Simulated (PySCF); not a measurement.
# GeH: from the state search to spectroscopic constants

Aim: find the lowest electronic state of GeH, scan its bond at several levels of theory, and get bond length, wavenumber and dissociation energy from each curve.

Program: PySCF 2.14.0. Level of theory: Ge def2-SVPD, H def2-SVPD, no relativity. These are calculated values, not measurements.

### Step 1. Input

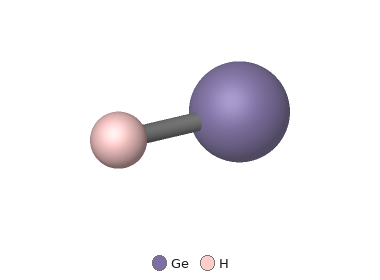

The two atoms at the starting distance (germanium purple, hydrogen pink).

A driver script around PySCF takes these settings:

```
atoms                         : Ge, H
charge                        : 0
basis                         : Ge def2-SVPD, H def2-SVPD
Hamiltonian                   : no relativity
basis functions               : 46
electrons treated             : 33
masses in u                   : 73.9212, 1.0078
levels                        : PBE0, PBE, r²SCAN, B3LYP, PBEsol, LDA, ωB97X, HF, MP2, SCS-MP2, CCSD, CCSD(T)
grid                          : 80 radial by 434 angular points
occupations                   : held fixed by the projection of orbital angular momentum
dissociation limit            : Ge + H, each in its ground configuration
starting distance in angstrom : 1.480
values of 2S to try           : 1, 3
```

The run is started by

```sh
$ OMP_NUM_THREADS=1 python dia.py task.json out
```

The runs that follow: First curve: PBE0; Other states along the same grid; PBE; r²SCAN (meta-GGA); B3LYP; PBEsol (GGA); LDA (local density); ωB97X (range-separated hybrid); UHF; MP2 and coupled cluster.

Before running it: what results should come out? Wanted: for each run, Re; ωe; De; μ.

The runs gave:

Lowest PBE0 solution found, without spin–orbit coupling: ²Π (doublet), unpaired electrons π ↑. State 2 has its PBE0 minimum 1.84 eV higher. The other levels ran on the lowest alone.

| level | Re (Å) | ωe (cm⁻¹) | De (eV) | μ (D) |
| --- | --- | --- | --- | --- |
| UHF | 1.587 | 2009 | 1.98 | 0.07 |
| UHF-MP2 | 1.582 | 1988 | 2.60 | n/a |
| UHF-SCS-MP2 | 1.587 | 1968 | 2.70 | n/a |
| UHF-CCSD | 1.593 | 1925 | 2.75 | n/a |
| UHF-CCSD(T) | 1.594 | 1913 | 2.78 | n/a |
| LDA | 1.612 | 1854 | 3.33 | -0.14 |
| PBE | 1.620 | 1832 | 2.91 | -0.21 |
| PBEsol | 1.616 | 1844 | 3.03 | -0.16 |
| r²SCAN | 1.599 | 1908 | 2.94 | -0.09 |
| B3LYP | 1.609 | 1874 | 3.00 | -0.22 |
| PBE0 | 1.603 | 1911 | 2.87 | -0.11 |
| ωB97X | 1.596 | 1948 | 3.04 | -0.07 |

De is counted to Ge + H in their ground configurations. A positive dipole means Ge(−)H(+).

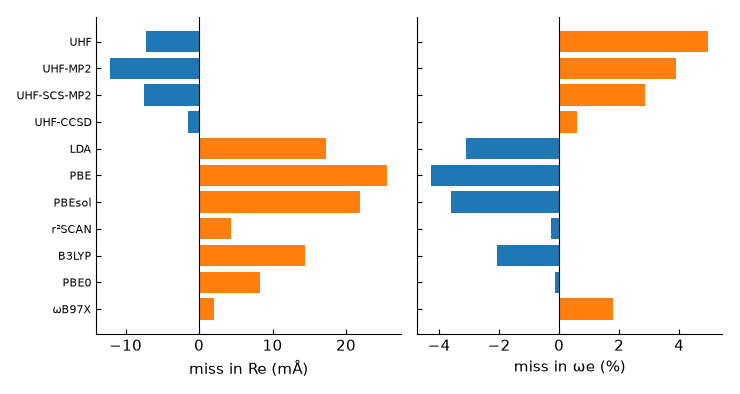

Differences in bond length and wavenumber from CCSD(T) in the same basis.

In words: Against CCSD(T) in the same basis, the bond length is nearest at UHF-CCSD and ωB97X (2 mÅ off) and farthest at PBE (+26 mÅ); the wavenumber is nearest at PBE0 (-0.1 %) and farthest at UHF (+5.0 %). Hartree–Fock falls on the short and stiff side, its usual fault. PBE gives a bond that is too long and too soft, as GGAs tend to. CCSD(T) in a basis this small is itself some way from its limit, more so than the functionals. Among the levels with a De in the table, it runs from 1.98 eV (UHF) to 3.33 eV (LDA).

Correlated steps freeze 9 core orbitals. At some levels the lowest empty orbital lies below the highest filled one (the two can be of opposite spin).
